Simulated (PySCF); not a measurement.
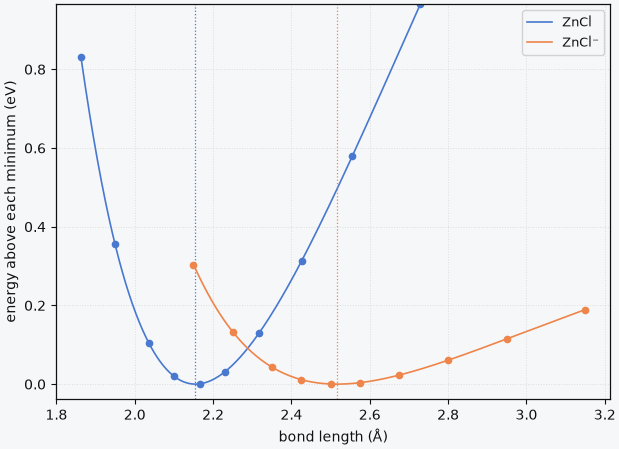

Bond curves of ZnCl, doublet (excess alpha electrons: σ +1) and ZnCl⁻, singlet, each counted from its own minimum; dotted lines mark the fitted bond lengths. SCS-MP2/def2-TZVPPD with PySCF, on the lowest solution that a PBE0 search found for each, one reference determinant (UHF and RHF) with the occupation held, inner shells frozen, no spin-orbit coupling.

What does adding an electron do to the bond?

Answer. re goes from 2.155 to 2.516 Å (+0.361 Å) and ωe from 386 to 168 cm⁻¹ (−56 %). The electron enters a σ orbital. The bond is strongly polar, so the weakening can come from lost ionic attraction and doesn't show that this orbital is antibonding.

And the dissociation energies?

Answer. De is 2.23 eV for ZnCl and 0.62 eV for ZnCl⁻, each to its own lowest fragments (Zn + Cl; Zn + Cl⁻) in their ground configurations, without counterpoise.

Caveats, for all or some of the runs: lowest determinant of a PBE0 search, another state may lie lower.
